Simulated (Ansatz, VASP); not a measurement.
# BiAs in two plane-wave programs

Wanted: the spread between two codes on one cell, functional and k mesh. The cell is invented: As first built, before any earlier steps moved the atoms: it takes the ScAs structure with some of its atoms replaced by other elements, volume scaled by an estimate. It may not be a known or stable phase. The cell comes out of the VASP series on this material, whose earlier steps may have relaxed, scaled or displaced it; both programs get it as it stands.

Program: Ansatz 0.2.0. Level of theory: plane waves, with VASP 6.6.1 beside it; single point at PBEsol, band structure at PBEsol, spin-orbit coupling and band structure at r2SCAN. Results are calculated unless marked as measured.

**1. The structure**

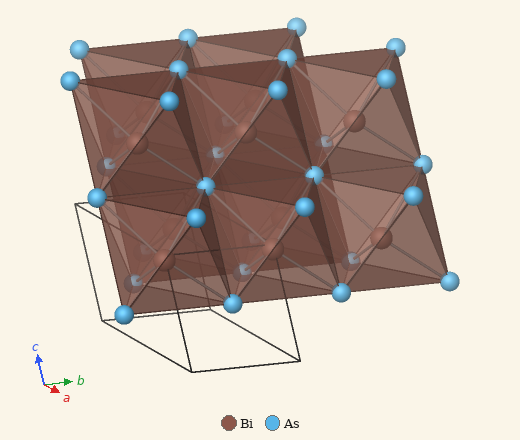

Start, viewed slightly off an axis; bismuth brown, arsenic blue. 1×2×2 cells are drawn. This picture shows the conventional cell, with its axes. Some periodic images of atoms are drawn too.

Structure file:

```xyz
2
Lattice="3.6108 -2.0948 -0.0105 3.6108 2.0948 -0.0105 -2.3671 0.0000 3.6115" Properties=species:S:1:pos:R:3 pbc="T T T"
Bi    0.0228    0.0000    0.1818
As    2.4251    0.0000    1.6282
```

**2. VASP: single point, PBEsol**

A single point gives forces, pressure and levels at one fixed geometry, so differences don't come from the geometry; what else differs is listed under the comparison.

Lines of VASP's logs that name or quote its potential files are left out, and so is its time.

Contents of INCAR:

```
SYSTEM = BiAs
PREC = Accurate
ENCUT = 400
EDIFF = 1E-06
NELM = 100
ISMEAR = -5
SIGMA = 0.05
LREAL = .FALSE.
ALGO = Normal
GGA = PS
NBANDS = 22
LORBIT = 11
LWAVE = .FALSE.
LCHARG = .FALSE.
NEDOS = 2001
```

Contents of POSCAR:

```
BiAs
1.0
    3.6108198944     -2.0948310334     -0.0104633417
    3.6108198944      2.0948310334     -0.0104633417
   -2.3670572327      0.0000000000      3.6114949540
Bi As
1 1
Direct
    0.0196967185      0.0196967185      0.0504669934
    0.4845114095      0.4845114095      0.4536510066
```

Contents of KPOINTS:

```
Automatic mesh
0
Gamma
8 8 8
0 0 0
```

PAW data sets: Bi_d and As (PBE family, release 64).

Run with:

```console
$ mpirun -np 1 vasp_std
```

Numbers of over 12 decimals in the logs are rounded to 6 here.

What it wrote:

```text
[banner, memory and clock lines left out]
running    1 mpi-ranks, on    1 nodes
 distrk:  each k-point on    1 cores,    1 groups
 distr:  one band on    1 cores,    1 groups

 POSCAR found type information on POSCAR BiAs
 POSCAR found :  2 types and       2 ions
|                                                                             |
|               ----> ADVICE to this user running VASP <----                  |
|                                                                             |
|     You enforced a specific xc type in the INCAR file but a different       |
|     [... a line on the potential file left out ...]
|     I HOPE YOU KNOW WHAT YOU ARE DOING!                                     |
|                                                                             |

 LDA part: xc-table for (Slater+PW92), standard interpolation
 POSCAR, INCAR and KPOINTS ok, starting setup
 FFT: planning ... GRIDC
 FFT: planning ... GRID_SOFT
 FFT: planning ... GRID
 WAVECAR not read
 entering main loop
       N       E                     dE             d eps       ncg     rms          rms(c)
DAV:   1     0.148788972919E+03    0.14879E+03   -0.80013E+03  6714   0.822E+02
DAV:   2     0.220864628264E+01   -0.14658E+03   -0.14058E+03  6972   0.263E+02
DAV:   3    -0.934300145325E+01   -0.11552E+02   -0.11482E+02  8024   0.734E+01
DAV:   4    -0.961083497239E+01   -0.26783E+00   -0.26771E+00  8002   0.118E+01
DAV:   5    -0.962033157882E+01   -0.94966E-02   -0.94962E-02  9116   0.214E+00    0.231E+00
DAV:   6    -0.946530121517E+01    0.15503E+00   -0.42296E-01 10694   0.313E+00    0.129E+00
DAV:   7    -0.946238657459E+01    0.29146E-02   -0.46216E-02  8196   0.823E-01    0.588E-01
DAV:   8    -0.946098685210E+01    0.13997E-02   -0.38482E-03  8620   0.381E-01    0.911E-02
DAV:   9    -0.946092798993E+01    0.58862E-04   -0.69440E-04  9274   0.141E-01    0.492E-02
DAV:  10    -0.946093384352E+01   -0.58536E-05   -0.76611E-05  8114   0.377E-02    0.237E-02
DAV:  11    -0.946093023516E+01    0.36084E-05   -0.15562E-05  9684   0.221E-02    0.477E-03
DAV:  12    -0.946093046416E+01   -0.22900E-06   -0.15848E-06  6724   0.646E-03
   1 F= -.94609305E+01 E0= -.94609305E+01  d E =0.000000E+00
|                                                                             |
|           W    W    AA    RRRRR   N    N  II  N    N   GGGG   !!!           |
|           W    W   A  A   R    R  NN   N  II  NN   N  G    G  !!!           |
|           W    W  A    A  R    R  N N  N  II  N N  N  G       !!!           |
|           W WW W  AAAAAA  RRRRR   N  N N  II  N  N N  G  GGG   !            |
|           WW  WW  A    A  R   R   N   NN  II  N   NN  G    G                |
|           W    W  A    A  R    R  N    N  II  N    N   GGGG   !!!           |
|                                                                             |
|     Tetrahedron method does not include variations of the Fermi             |
|     occupations, so forces and stress will be inaccurate. We suggest        |
|     using a different smearing scheme ISMEAR = 1 or 2 for metals in         |
|     relaxations.                                                            |
|                                                                             |
```

OUTCAR, selected parts (step 2):

```text
ion  position               nearest neighbor table
   1  0.020  0.020  0.050-   2 2.80   2 2.82   2 2.82   2 3.22   2 3.22   2 3.26
   2  0.485  0.485  0.454-   1 2.80   1 2.82   1 2.82   1 3.22   1 3.22   1 3.26

  LATTYP: Found a base centered monoclinic cell.
 ALAT       =     7.2216701091
 B/A-ratio  =     0.5801514059
 C/A-ratio  =     0.5979343650
 COS(beta)  =    -0.5505942325

 Subroutine GETGRP returns: Found  2 space group operations
 (whereof  2 operations were pure point group operations)

The static configuration has the point symmetry C_1h.

 Found    150 irreducible k-points:

   k-points           NKPTS =    150   k-points in BZ     NKDIM =    150   number of bands    NBANDS=     22

   dimension x,y,z NGX =    28 NGY =   28 NGZ =   28
   dimension x,y,z NGXF=    56 NGYF=   56 NGZF=   56

   ENCUT  =  400.0 eV  29.40 Ry    5.42 a.u.   6.81  6.81  7.04*2*pi/ulx,y,z

   NELECT =      20.0000    total number of electrons

 k-points in reciprocal lattice and weights: Automatic mesh
   0.00000000  0.00000000  0.00000000       0.002
   0.12500000  0.00000000  0.00000000       0.008
   0.25000000  0.00000000  0.00000000       0.008
   0.37500000  0.00000000 -0.00000000       0.008
   0.50000000  0.00000000  0.00000000       0.004
   0.12500000  0.12500000  0.00000000       0.004
   0.25000000  0.12500000 -0.00000000       0.008
   0.37500000  0.12500000  0.00000000       0.008
   0.50000000  0.12500000 -0.00000000       0.008
[...]
-0.37500000  0.37500000  0.50000000       0.004
   0.50000000  0.50000000  0.50000000       0.002

 average (electrostatic) potential at core
       1-104.6619       2 -48.2305

 E-fermi :   6.0708

 k-point     1 :       0.0000    0.0000    0.0000
  band No.  band energies     occupation
    ...
      6      -7.7159      2.00000
      7      -0.3144      2.00000
      8       4.4062      2.00000
      9       4.5727      2.00000
     10       4.6272      2.00000
     11       8.9502      0.00000
     12       9.5701      0.00000
     13       9.5979      0.00000
     14      12.2915      0.00000
     15      12.3144      0.00000
    ...

 k-point     2 :       0.1250    0.0000    0.0000
  band No.  band energies     occupation
    ...
      6      -7.5387      2.00000
      7      -0.8381      2.00000
      8       4.4547      2.00000
      9       4.5961      2.00000
     10       4.7182      2.00000
     11       8.5993      0.00000
     12       9.0158      0.00000
     13       9.1475      0.00000
     14      11.6348      0.00000
     15      12.2421      0.00000
    ...

 k-point     3 :       0.2500    0.0000    0.0000
  band No.  band energies     occupation
    ...
      6      -7.0147      2.00000
      7      -2.0626      2.00000
      8       4.4939      2.00000
      9       4.5677      2.00000
     10       5.0565      2.00051
     11       7.5811      0.00000
     12       8.0758      0.00000
     13       8.2445      0.00000
     14      11.8693      0.00000
     15      12.8021      0.00000
    ...

  Total        0.0850464      0.0042424     -0.0154958      0.0000000      0.0000000     -0.0167137
  in kB        2.4987347      0.1246450     -0.4552810      0.0000000      0.0000000     -0.4910617
  external PRESSURE =       0.7226995 kB  Pullay stress =       0.0000000 kB

  energy-cutoff  :      400.00
  volume of cell :       54.53
      direct lattice vectors                 reciprocal lattice vectors
     3.610819894 -2.094831033 -0.010463342     0.138736203 -0.238682735  0.090930913
     3.610819894  2.094831033 -0.010463342     0.138736203  0.238682735  0.090930913
    -2.367057233  0.000000000  3.611494954     0.000803902  0.000000000  0.277420541

 POSITION                                       TOTAL-FORCE (eV/Angst)
 -----------------------------------------------------------------------------------
      0.02278      0.00000      0.18185        -0.016705      0.000000     -0.066185
      2.42515      0.00000      1.62822         0.016705      0.000000      0.066185
 -----------------------------------------------------------------------------------
    total drift:                               -0.000041      0.000000     -0.000329

  FREE ENERGIE OF THE ION-ELECTRON SYSTEM (eV)
  ---------------------------------------------------
  free  energy   TOTEN  =        -9.4609304642 eV

  energy  without entropy=       -9.4609304642  energy(sigma->0) =       -9.46093046

 total charge
# of ion       s       p       d       tot
------------------------------------------
    1        1.553   1.249   9.943  12.746
    2        1.282   1.412   0.027   2.721
--------------------------------------------------
tot          2.836   2.662   9.970  15.467

[... 3 further parts left out ...]
```

The run ends at a pressure of 0.07 GPa, with forces up to 0.068 eV/Å.

**3. Ansatz: single point, PBEsol**

Ansatz runs on its default PAW (the set named soft_2) files.

The same cell, functional, mesh and smearing now go to Ansatz, which takes its cutoff from its data sets.

Contents of input.yaml:

```yaml
crystal:
  lattice:
    - [3.6108198944, -2.0948310334, -0.0104633417]
    - [3.6108198944, 2.0948310334, -0.0104633417]
    - [-2.3670572327, 0.0, 3.611494954]
  atoms:
    - { symbol: Bi, position: [0.0196967185, 0.0196967185, 0.0504669934] }
    - { symbol: As, position: [0.4845114095, 0.4845114095, 0.4536510066] }
hamiltonian:
  xc: pbesol
  pseudopotentials: { kind: paw }
kpoints:
  mp_grid: { grid: [8, 8, 8] }
scf:
  occupations: { method: tetrahedron }
output:
  forces: true
  stress: true
  write_density: true
  write_potential: true
  elf: true
  volumetric_format: npy
```

Run with:

```console
$ ansatz run input.yaml --threads 2 --pin off --max-ram 4608MiB --backend cpu --events-out ev --progress --plain --runs-dir out
```

What it wrote:

```text
Warning: output.forces, output.stress, relax.cell or npt_langevin: where a Kohn–Sham band that disperses or a degenerate level is filled in part under the method tetrahedron, the forces or the stress that this run publishes need not agree with its energy (scf.occupations.method in the input reference, under Limitations); prefer a smearing scheme for the forces or the stress
Engine: ansatz 0.2.0, aarch64-unknown-linux-gnu
Pseudopotentials: kind: paw
Pseudopotential: Bi, paw, valence charge 15, recommended cutoff 420 eV (normal), Bi.paw.azcp
Pseudopotential: As, paw, valence charge 15, recommended cutoff 420 eV (normal), As.paw.azcp
Functional definition: PBEsol
  exchange = pbesol_x
  correlation = pbesol_c
Crystal: 2 atoms, lattice volume = 54.531 Å³
Basis set: ecut = 420 eV, 1045 PW (Γ), exchange–correlation on 60×60×60 points (8 copies of the dense FFT grid, shifted against one another)
Bands: 19, of which v1, the nominal top of the filled ones, is band 15 counted from 1 (14 counted from 0)
Symmetry: 2 space group operations
Space group: Cm (ITA 8), of the structure as read, at distance tolerance 3.8e-5 Å
k-points: 150 of 512 (time reversal used)
Non-local potential: Bi, projectors of the file, l = 0: 2, l = 1: 2, l = 2: 2, l = 3: 2
Non-local potential: As, projectors of the file, l = 0: 2, l = 1: 2, l = 2: 3, l = 3: 1
PAW form: soft (Blöchl's): semilocal exchange-correlation on the pseudo side does not see the compensation charge
PAW frozen core: Bi, regenerated for the run's functional, and the local potential with it (the file was generated under x = pbe(κ = 0.804, μ = 0.219515), c = pbe(β = 0.066725))
PAW frozen core: As, regenerated for the run's functional, and the local potential with it (the file was generated under x = pbe(κ = 0.804, μ = 0.219515), c = pbe(β = 0.066725))
PAW one-centre angular grid: Bi, 590 points (default); XC on 64 Gauss nodes
PAW one-centre angular grid: As, 590 points (default); XC on 64 Gauss nodes
Initial density: superposition of atomic densities (neutral atoms: chi_scale 0, normalization atom), corrected by the library's trained network
Initial wavefunctions: pseudopotential atomic-orbital guess
Functional: x = pbesol(κ = 0.804, μ = 0.123457), c = pbesol(β = 0.046)
SCF iter   1: F=—  HF=-17055.077900 eV  |F-HF|=—  |Δ(HF+E_count)|=         —  Δρ=2.80e-3  dr2=8.81e-3  ethr=1.77e-3  ⟨swp⟩=6.5  Hψ=13552  notcnv=0
preconditioner: auto → Kerker (q_TF=auto, 2.470 Å⁻¹)  [metal: no gap  n_scr=14 (ndim 8)  ℏωp=15.9 eV  f_vac=0.002]
SCF iter   2: F=—  HF=-17055.075040 eV  |F-HF|=—  |Δ(HF+E_count)|=   2.86e-3  Δρ=1.44e-3  dr2=1.93e-3  ethr=2.94e-5  ⟨swp⟩=3.2  Hψ=6820  notcnv=0
SCF iter   3: F=—  HF=-17055.074599 eV  |F-HF|=—  |Δ(HF+E_count)|=   4.41e-4  Δρ=4.72e-4  dr2=2.15e-4  ethr=6.43e-6  ⟨swp⟩=3.0  Hψ=4940  notcnv=0
SCF iter   4: F=—  HF=-17055.074565 eV  |F-HF|=—  |Δ(HF+E_count)|=   3.43e-5  Δρ=2.03e-4  dr2=2.25e-5  ethr=7.16e-7  ⟨swp⟩=2.7  Hψ=4458  notcnv=0
SCF iter   5: F=—  HF=-17055.074567 eV  |F-HF|=—  |Δ(HF+E_count)|=   2.13e-6  Δρ=6.17e-5  dr2=2.39e-6  ethr=7.49e-8  ⟨swp⟩=2.3  Hψ=5673  notcnv=0
SCF iter   6: F=—  HF=-17055.074566 eV  |F-HF|=—  |Δ(HF+E_count)|=   9.60e-7  Δρ=2.80e-5  dr2=6.61e-7  ethr=7.97e-9  ⟨swp⟩=2.0  Hψ=5705  notcnv=0
SCF iter   7: F=-17055.074567 eV  HF=-17055.074567 eV  |F-HF|=7.03e-9  |Δ(HF+E_count)|=   2.96e-7  Δρ=7.26e-6  dr2=4.73e-8  ethr=3.33e-10  ⟨swp⟩=7.6  Hψ=19380  notcnv=0
SCF 1 converged in 7 iterations: F = -17055.074567 eV  dr2 = 4.73e-8
  greatest PAW one-centre occupation: 0.999 electrons in one spin orbital (limit 2), on the As atom at site 1 (counted from 0), in its partial waves of l = 2
SCF converged after 7 iterations
Stability not checked: this state was not tested for a lower state beside it, because cold or Methfessel-Paxton smearing, or corrected tetrahedra, fill the levels in a way that the test cannot read (fill_not_monotonic; see scf.lower_state_search)
Free energy (F): -17055.074567 eV
Harris-Foulkes:  -17055.074567 eV  (|F-HF|=7.03e-9)
Internal energy: -17055.074567 eV  (E = F + TS)
E sigma→0 (E₀):  -17055.074567 eV
Fermi energy:    10.345210 eV
--- Per-component energies (eV) ---
  E_band       = -329.750742
  E_kinetic    = 405.289195
  E_local      = -3222.554847  (includes V_loc(G=0)·N_el)
  E_nonlocal   = -106.005454
  E_hartree    = 1436.277188
  E_xc         = -229.210425
  E_vxc        = -223.642688  (∫ρ·V_xc dr)
  E_paw        = -12301.985893  (= ΣΔE_a)
  E_vpaw       = -55.394084  (= ΣTr[D̂ρ^β])
  E_aug_tail   = -0.000454  (compensation charges beyond the density's cutoff)
  E_ewald      = -3037.940059
  E_core_change = 1.056181  (= ΣΔE_core)
  E_smearing   = -0.000000  (= −TS)
  E_closure    = -0.000000  (closes the sum)
  Σ components = -17055.074567   (vs F -17055.074567, Δ=0.00e0)
--- Forces (eV/Å), atoms counted from 1 ---
  atom   1  Bi    -0.01576202     0.00000000    -0.04856755
  atom   2  As     0.01576120     0.00000000     0.04855249
  max |Σ_I F_I| component: 1.51e-5 eV/Å
--- Stress (GPa, compression-positive) ---
        0.197266       0.000000      -0.051030
        0.000000      -0.036762       0.000000
       -0.051030       0.000000      -0.068700
  P = ⅓ Tr σ = 0.0306 GPa (0.306 kbar)
--- Band table (eV; the first three rows and the last of 150) ---
  k-point 0: bands = [... 11 lower, 3.9562, 8.6770, 8.8447, 8.8993, 13.2313, 13.8453, 13.8725, 16.5706]
  k-point 1: bands = [... 11 lower, 3.4212, 8.8932, 8.9234, 8.9458, 12.8921, 13.3390, 13.3619, 16.0952]
  k-point 2: bands = [... 11 lower, 2.2473, 9.0478, 9.0610, 9.3231, 12.2199, 12.3432, 12.3851, 16.2003]
  k-point 149: bands = [... 11 lower, -0.2950, 8.8271, 8.8601, 10.1390, 10.2420, 11.0101, 11.4021, 18.7738]
```

It took 7.2 s on 2 threads of Arm Neoverse V2, shared host; peak memory 0.45 GiB; 14 s of CPU time.

The run ends at a pressure of 0.03 GPa, with forces up to 0.051 eV/Å.

**4. Differences**

Known differences besides the PAW data sets themselves: the data sets hold 30 valence electrons in Ansatz (default PAW (the set named soft_2) files) and 20 in VASP; the cutoff is 420 eV in Ansatz and 400 eV in VASP; Ansatz makes its cores anew for this functional, VASP keeps those of its PBE data sets; VASP leaves aspherical gradient terms in its spheres out (LASPH is not set), Ansatz keeps them. Total energies have different zeros and are not compared.

The two programs side by side:

```
      quantity  Ansatz  VASP  difference
pressure (GPa)    0.03  0.07       -0.04
```

Forces (eV/Å; atoms numbered as in POSCAR):

```
atom         Ansatz x, y, z           VASP x, y, z
 Bi1  -0.016, 0.000, -0.049  -0.017, 0.000, -0.066
 As2    0.016, 0.000, 0.049    0.017, 0.000, 0.066
```

The forces differ by 10 meV/Å r.m.s., which is 25.9 % of the r.m.s. force of 0.04 eV/Å (both taken over all components). Ansatz's pressure holds a Pulay correction of 0.03 GPa; VASP's holds none.

[end of part 1 of 2]

[Lines on the potential files, build, host, timing and source positions are cut from VASP's logs without a mark.]

[Logs are printed without paths, hosts, clocks, repeated set-up lines and the standing remarks that a program may print on its own settings, such as how far it seeks lower states.]

[Hosts, paths, dates, database ids (printed as entryN), source tags and the programs' standing remarks are cut or masked in the printed files.]
